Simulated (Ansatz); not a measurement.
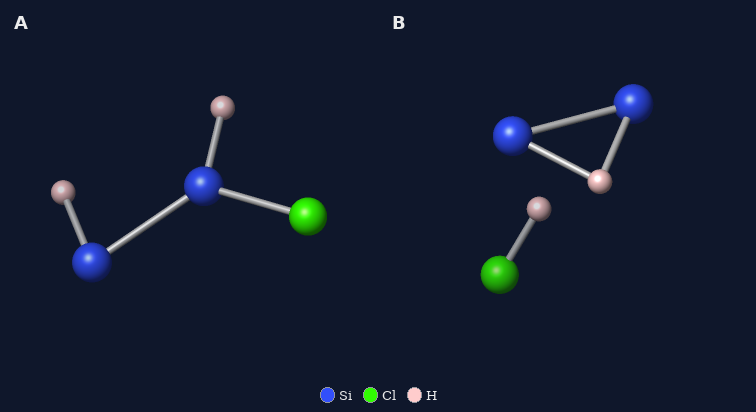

2 stationary structures of one formula. Charge 0, doublet. Geometries: PBE-D4/def2-SVP. Electronic energies: PBE-D4/def2-SVP (Ansatz 0.2.0), without zero-point energy. No frequency run is at hand to confirm each as a minimum.

### Which structure is the most stable?

A is lowest (Cs); B lies 42.7 kcal/mol above it (C1).
